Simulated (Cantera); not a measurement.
A closed system holds: 1 mol SrCl₂, 40 mol H₂, equilibrated at 1450 °C.

These are equilibrium values from Cantera (NASA tables, ideal gas, pure condensed phases), not measurements of a reactor. Candidate condensed phases: Sr, SrCl₂; 8 gas species. Kinetics and transport are ignored.

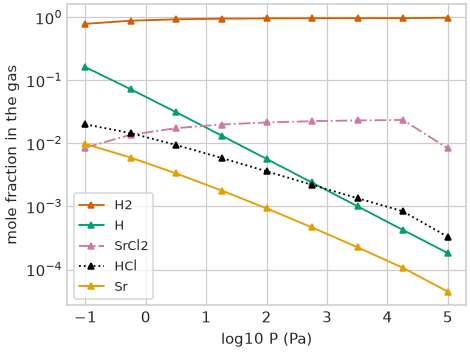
*Equilibrium gas composition (values under 1e-9 drawn at 1e-9)*

Problem. Read off the mole fractions at 0.180 bar.

Solution. H₂ about 0.97, SrCl₂ about 0.024, HCl about 0.00084, H about 0.00042, Sr about 0.00011.
